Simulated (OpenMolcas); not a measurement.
**One shape, several levels: SiCNCl2F (SMILES N#C[Si](F)(Cl)Cl)**

Aim: a comparison of 6 runs (HF/cc-pVDZ, B2PLYP/cc-pVDZ, B3LYP/cc-pVDZ, BLYP/cc-pVDZ, revPBE/cc-pVDZ, B3LYP/6-31G*) of SiCNCl2F. 

The calculation is run with OpenMolcas 26.06.

1 further run of the same task is left out (set aside as unsound or not needed).

**1. The structure to begin with**

SiCNCl2F has 6 atoms, charge 0, and is taken as a singlet. As SMILES, `N#C[Si](F)(Cl)Cl`. The coordinates come from a PBE0-D4/def2-TZVP relaxation.

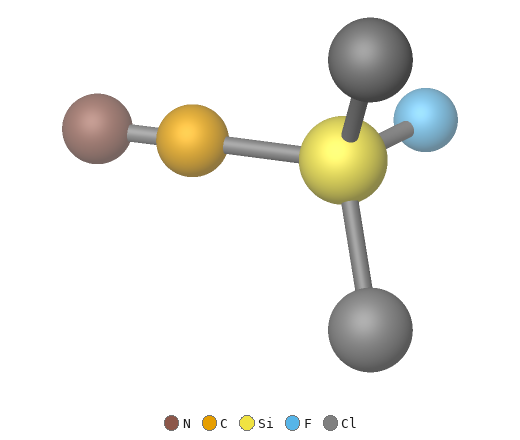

Viewed from a chosen angle; nitrogen brown, carbon amber, silicon yellow, fluorine blue, chlorine grey.

**2. Energy and forces at HF/cc-pVDZ (run 1)**

File struct.xyz:

```xyz
6

N      1.752600    -1.361000     1.114200
C      0.923100    -0.763300     0.585900
Si    -0.381900     0.210300    -0.249400
F     -1.471500    -0.801900    -0.758800
Cl     0.422900     1.177100    -1.812500
Cl    -1.203100     1.474700     1.074300
```

File run.inp:

```
&GATEWAY
 BasLib
 $CurrDir
 Coord
 struct.xyz
 Basis
 cc-pVDZ
 Group
 NoSym

&SEWARD

&SCF
 Thresholds
 1e-10 1e-07 1e-07 1e-05
 PrOrbitals
 1 2

&ALASKA
```

The basis set cc-pVDZ is read from a file made from the Basis Set Exchange's data (not shown).

Run with:

```console
$ export MOLCAS_MEM=1860
$ pymolcas run.inp > run.log
```

Output:

```text
--- Start Module: gateway ---
[...]
--- Stop Module: gateway /rc=_RC_ALL_IS_WELL_ ---
[...]
      Basis functions           96
[...]
--- Start Module: scf ---
[...]
       Convergence after  17 Iterations
[...]
::    Total SCF energy                              -1399.8653064996
[...]
      Total spin, S                                     0.0000000000
[...]
      Total electronic charge=   70.000000
      Total            charge=   -0.000000
[...]
      Dipole Moment (debye):
      Origin of the operator (angstrom)=   -0.2120    0.3860   -0.1719
                   X= -1.0810E+00               Y=  1.6167E+00               Z= -7.7404E-01           Total=  2.0932E+00
      Quadrupole Moment (debye*angstrom):
[...]
--- Stop Module: scf /rc=_RC_ALL_IS_WELL_ ---
[...]
--- Start Module: alaska ---
[...]
 *              Molecular gradients               *
 **************************************************
  Irreducible representation: a
 ------------------------------------------------------------------------------------------
                              X                       Y                       Z
 ------------------------------------------------------------------------------------------
  N1                2.60988321071274E-02   -1.87660875256057E-02    1.66082818952695E-02
  C2               -3.31586106169843E-02    2.48324780172622E-02   -2.12056869339086E-02
  SI3              -1.41626598650202E-02   -1.15289798516605E-02   -6.74633056027885E-03
  F4                1.98062637937824E-02    1.80503250788000E-02    9.29397095131179E-03
  CL5              -3.96803066215057E-03   -5.42548900844508E-03    9.32605789451202E-03
  CL6               5.38420524325467E-03   -7.16224671037580E-03   -7.27629324683576E-03
 ------------------------------------------------------------------------------------------
--- Stop Module: alaska /rc=_RC_ALL_IS_WELL_ ---
[...]
```

Wall time 20 s (1 thread of AMD EPYC 7R43 (Zen 3), shared host); peak memory 0.53 GiB.

**3. The energy at B2PLYP/cc-pVDZ (run 2)**

File run.input:

```
>>> EXPORT MOLCAS_PRINT=2

&GATEWAY
  BasLib=$CurrDir
  Coord
  6
  angstrom
  N        1.752600      -1.361000       1.114200
  C        0.923100      -0.763300       0.585900
  Si      -0.381900       0.210300      -0.249400
  F       -1.471500      -0.801900      -0.758800
  Cl       0.422900       1.177100      -1.812500
  Cl      -1.203100       1.474700       1.074300
  Basis=cc-pVDZ
  Group=NoSym

&SEWARD
  GridInput
  Grid=UltraFine
  End of Grid

&SCF
  KSDFT=B2PLYP_SCF
  Thresholds=1e-10 1e-07 1e-07 1e-05
  PrOrbitals=1 1

&MBPT2
  Frozen=18
```

The basis set cc-pVDZ is read from a file made from the Basis Set Exchange's data (not shown).

Run with:

```console
$ export MOLCAS_MEM=1860
$ pymolcas run.input > run.log
```

Output:

```text
--- Start Module: gateway ---
[...]
--- Stop Module: gateway /rc=_RC_ALL_IS_WELL_ ---
[...]
      Basis functions           96
[...]
--- Start Module: scf ---
[...]
       Convergence after  17 Iterations
[...]
::    Total KS-DFT energy                           -1401.9129540365
[...]
      Total spin, S                                     0.0000000000
[...]
      Total electronic charge=   70.000000
      Total            charge=   -0.000000
[...]
      Dipole Moment (debye):
      Origin of the operator (angstrom)=   -0.2120    0.3860   -0.1719
                   X= -1.0921E+00               Y=  1.5669E+00               Z= -7.7523E-01           Total=  2.0613E+00
      Quadrupole Moment (debye*angstrom):
[...]
--- Stop Module: scf /rc=_RC_ALL_IS_WELL_ ---
[...]
--- Start Module: mbpt2 ---
[...]
 ###    WARNING: MP2 implementation intended for RHF references only         ###
 ###############################################################################
MBPT2 WARNING: Reference function according to RunFile:KS-DFT
I'll assume you know what you're doing and continue
WARNING!
Default frozen orbitals as non valence orbitals is overwritten by user input.
Default values:  15
[...]
       Reference weight ( Cref**2 )         =        0.69099
::    Total MBPT2 energy                            -1402.9153560355
[...]
      Total MBPT2 calculations                           0.71      1.00
--- Stop Module: mbpt2 /rc=_RC_ALL_IS_WELL_ ---
[...]
```

Wall time 56 s (1 thread of AMD EPYC 7R43 (Zen 3), shared host); peak memory 0.53 GiB.

Runs 3 to 5 aren't shown in full; the table further down has their settings and results.

**4. Energy and forces at B3LYP/6-31G(d) (Cartesian functions) (run 6)**

File calc.input:

```
* CCl2FNSi Kohn-Sham DFT

&gateway
  baslib=$CurrDir
  coord
  6
  angstrom
  N        1.752600      -1.361000       1.114200
  C        0.923100      -0.763300       0.585900
  Si      -0.381900       0.210300      -0.249400
  F       -1.471500      -0.801900      -0.758800
  Cl       0.422900       1.177100      -1.812500
  Cl      -1.203100       1.474700       1.074300
  basis=6-31Gs
  group=NoSym

&seward
  gridinput
  Grid=UltraFine
  End of Grid

&scf
  ksdft=B3LYP
  thresholds=1e-10 1e-07 1e-07 1e-05
  prorbitals=0

&alaska
```

The basis set 6-31G* is read from a file made from the Basis Set Exchange's data (not shown).

Run with:

```console
$ export MOLCAS_MEM=1860
$ pymolcas calc.input > calc.log
```

Output:

```text
--- Start Module: gateway ---
[...]
--- Stop Module: gateway /rc=_RC_ALL_IS_WELL_ ---
[...]
      Basis functions          102
[...]
--- Start Module: scf ---
[...]
       Convergence after  15 Iterations
[...]
::    Total KS-DFT energy                           -1402.7328402084
[...]
      Total spin, S                                     0.0000000000
[...]
      Total electronic charge=   70.000000
      Total            charge=   -0.000000
[...]
      Dipole Moment (debye):
      Origin of the operator (angstrom)=   -0.2120    0.3860   -0.1719
                   X= -1.1707E+00               Y=  1.2783E+00               Z= -7.8977E-01           Total=  1.9048E+00
      Quadrupole Moment (debye*angstrom):
[...]
--- Stop Module: scf /rc=_RC_ALL_IS_WELL_ ---
[...]
--- Start Module: alaska ---
[...]
 *              Molecular gradients               *
 **************************************************
  Irreducible representation: a
 ------------------------------------------------------------------------------------------
                              X                       Y                       Z
 ------------------------------------------------------------------------------------------
  N1               -2.06197448931391E-02    1.48914162341232E-02   -1.31454202712327E-02
  C2                1.88966058106819E-02   -1.36742699422695E-02    1.20527873464746E-02
  SI3              -1.03514203049515E-02    1.31374061363765E-03   -5.92598843296455E-03
  F4                1.17292198432501E-02    1.06019598785849E-02    5.51190035244176E-03
  CL5              -4.52396705245128E-03   -5.69554971600184E-03    9.09125827386958E-03
  CL6               4.86930659679352E-03   -7.43729706790575E-03   -7.58453726859543E-03
 ------------------------------------------------------------------------------------------
--- Stop Module: alaska /rc=_RC_ALL_IS_WELL_ ---
[...]
```

It took 68 s on 1 thread of AMD EPYC 7R43 (Zen 3), shared host; peak memory 0.56 GiB.

**5. Overview of the runs**

| run | level | task | frozen core orbitals | energy (Eh) | dipole moment (D) | HOMO energy (eV) | LUMO energy (eV) | wall time |
| --- | --- | --- | --- | --- | --- | --- | --- | --- |
| 1 | HF/cc-pVDZ | gradient | – | -1399.865306 | 2.09 | -13.45 | 2.57 | 20 s |
| 2 | B2PLYP/cc-pVDZ | energy | 18 | -1402.183603 | 2.06 | -11.29 | 0.24 | 56 s |
| 3 | B3LYP/cc-pVDZ | gradient | – | -1402.789922 | 2.05 | -9.73 | -1.37 | 60 s |
| 4 | BLYP/cc-pVDZ | gradient | – | -1402.704921 | 2.04 | -8.36 | -1.91 | 58 s |
| 5 | revPBE/cc-pVDZ | gradient | – | -1402.455646 | 2.01 | -8.55 | -2.07 | 63 s |
| 6 | B3LYP/6-31G* (Cartesian functions) | gradient | – | -1402.732840 | 1.90 | -9.80 | -1.45 | 68 s |

**6. Results**

| quantity | value |
| --- | --- |
| run 6: total energy | -1402.73284 Eh |
| run 6: dipole moment | 1.90 D |
| run 6: HOMO energy | -9.80 eV |
| run 6: LUMO energy | -1.45 eV |
| run 6: HOMO–LUMO gap | 8.36 eV |
| run 6: largest force on an atom | 1.472 eV/Å |

What this shows: The dipole moment (its size) runs from 1.90 D (B3LYP/6-31G*) to 2.09 D (HF/cc-pVDZ). The two ends differ in method and basis. The HOMO–LUMO gap runs from 6.44 eV (BLYP/cc-pVDZ) to 16.01 eV (HF/cc-pVDZ). Exact exchange widens orbital gaps. For B2PLYP the log adds the whole second-order term; the table takes 0.27 of it, as the functional is defined. Totals of different functionals can't be ranked against each other. All runs together took 5.4 min, the longest 68 s.
